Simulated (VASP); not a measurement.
Band structure of CdI$_{2}$ (1T layered). Computed with PBE GGA, VASP's PBE PAW potentials (set 64) (plane waves; VASP).

Without a dispersion term in the relaxation, distances and binding between the weakly bound layers, chains or molecules are unreliable, and so is what depends on them. Unless said otherwise, spin-orbit coupling is left out, though it shifts the bands of the heavy elements here.

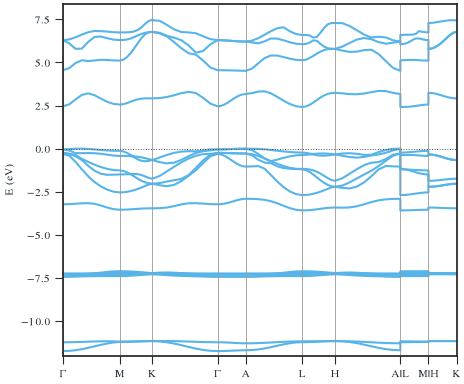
Bands along high-symmetry lines, zero at the valence-band maximum or, without a gap, the Fermi level

**Question.** Read the plot: is there a gap, and where are the band edges?

**Answer.** The gap is indirect, 2.42 eV, from the valence maximum at Γ-M at 0.33 to the conduction minimum at L. (Edges off the drawn lines would not show.)

The compound is CdI2 in the 1T layered structure. It was relaxed first, which changed the volume by +15 %.
